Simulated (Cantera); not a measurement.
Feed: 1 mol AlCl3, 1.3 mol O2, 1.1 mol H2, 2 mol HCl, at 12.0 Pa.

Cantera equilibrium calculation (NASA polynomials, part measured and part estimated; ideal gas, pure solids and liquids). Candidate condensed phases: Al, AlCl3, Al2O3, H2O; 29 gas species. Condensed phases not in the tables: AlOCl. Kinetics and transport are ignored.

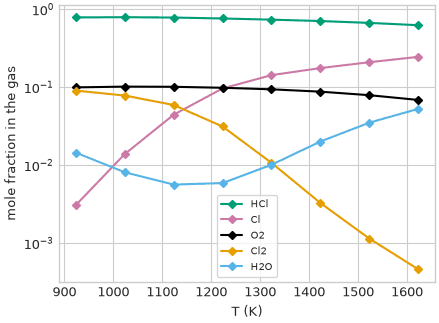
Fig. 1. Equilibrium gas composition (values under 1e-9 drawn at 1e-9)

Q: Read off the mole fractions at 1023 K.

A: HCl about 0.80, O2 about 0.10, Cl2 about 0.079, Cl about 0.014, H2O about 0.0082.
